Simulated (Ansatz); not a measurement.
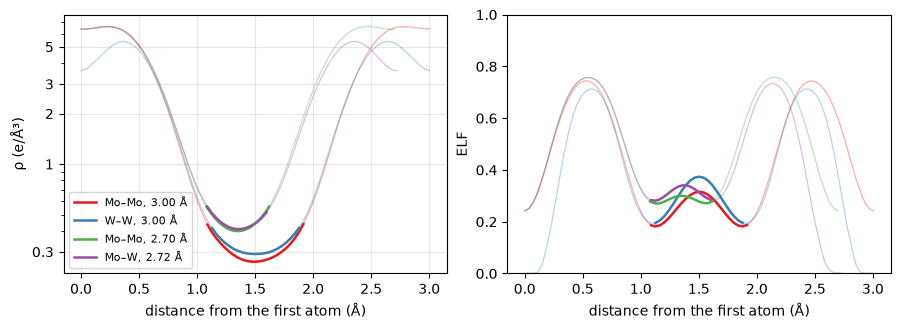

Figure 1: Mo5W. Valence charge density (pseudo) and electron localisation function along straight lines between neighbouring atoms. Thin, pale parts lie inside the atomic spheres.

Space group P-3m1; a structure generated by program, which may or may not match a known phase; computed without spin polarisation.

Theory: Ansatz, DFT PBE, scalar-relativistic, plane waves, PAW.

The density is the valence pseudo-density of a PAW calculation; it isn't the true density close to the nuclei.

Input

```
crystal:
  lattice:
    - [2.9912764118, 0.0, 0.0]
    - [-1.4956382059, 2.5905213624, 0.0]
    - [0.0, 0.0, 12.530706061]
  atoms:
    - { symbol: Mo, position: [0.3333333333, 0.6666666667, 0.8343161578] }
    - { symbol: Mo, position: [0.0, 0.0, 0.0] }
    - { symbol: Mo, position: [0.6666666667, 0.3333333333, 0.1656838422] }
    - { symbol: Mo, position: [0.3333333333, 0.6666666667, 0.3320807798] }
    - { symbol: Mo, position: [0.6666666667, 0.3333333333, 0.6679192202] }
    - { symbol: W, position: [0.0, 0.0, 0.5] }
basis:
  ecutwfc: 420
kpoints:
  mp_grid: { grid: [12, 12, 4] }
hamiltonian:
  xc: pbe
scf:
  occupations: { method: gaussian, width: 0.1 }
output:
  forces: true
  stress: true
  eigenvalues: true
  write_density: true
  write_potential: true
  elf: true
  volumetric_format: npy
relax:
  adjacent_minimum: "off"
  f_tol: 0.01
  max_steps: 80
  cell: { stress_tol: 0.05 }
```

Command:

```sh
ansatz run input.yaml --threads 1 --pin off --max-ram 2560MiB --backend cpu --events-out ev --progress --plain --runs-dir out
```

Below, planes, directions and counts refer to the conventional cell (a = 3.00 Å, b = 3.00 Å, c = 12.49 Å, α = 90.00°, β = 90.00°, γ = 120.00°).

The fields are those of the run's last geometry, not of the input's.

Question: What can be read from the curves?

Answer: Mo–Mo (3.00 Å): ρ is about 0.26 e/Å³ halfway; the ELF is about 0.30 at the midpoint.
W–W (3.00 Å): ρ is about 0.29 e/Å³ halfway; the ELF is about 0.35 at the midpoint.
Mo–Mo (2.70 Å): the density is about 0.4 e/Å³ at the midpoint; the ELF is about 0.30 at the midpoint: no shared electron pair shows on this line.
Mo–W (2.72 Å): ρ at the midpoint is about 0.41 e/Å³; the ELF is about 0.35 at the midpoint.
